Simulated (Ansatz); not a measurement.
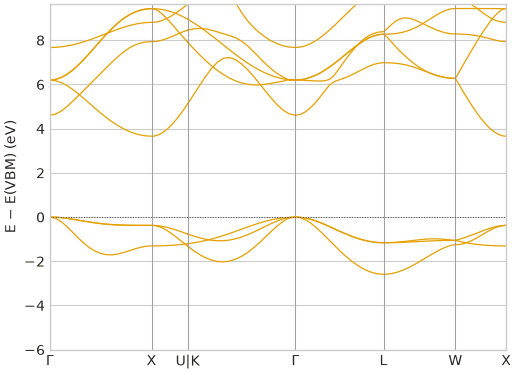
Figure: Band structure from plane-wave PAW PBE (Ansatz code)

**Question.** Read off the gap and where the band edges lie.

**Answer.** About 3.7 eV (3.66 eV by a search for the band edges); maximum at Γ, minimum at X.

The material is CaO (rock salt, Fm-3m).

The PBE relaxation kept the symmetry of its start; phonons on a q-mesh show no instability.

Potentials: the later of the program's two PAW sets.
